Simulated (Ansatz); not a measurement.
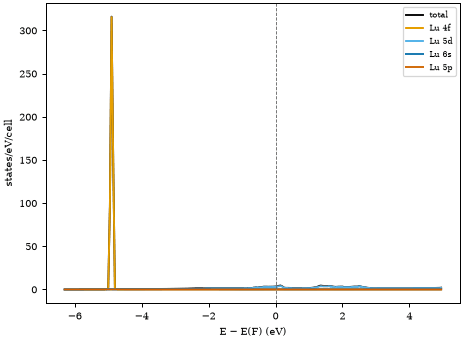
Figure. Total and projected density of states of Lu (hcp (Mg type), P6_3/mmc), PBE in the plane-wave PAW code Ansatz

**Question.** Which orbitals carry the states next to the Fermi level?

**Answer.** Within 0.5 eV of the Fermi level: Lu 5d 89 %, outside the projected shells 6 %. Projections are on Löwdin-orthogonalised atomic valence shells; empty p or d shells of many metals are not among them.

**Question.** Where is the tallest occupied peak in this window, and what makes it?

**Answer.** Near -4.9 eV, about 320 states/eV per cell; the largest projected share is Lu 4f.

The PBE relaxation kept the symmetry of its start. Scalar-relativistic: spin–orbit coupling is off unless named, which matters more the heavier the elements.

Potentials: the later of the program's two PAW sets.
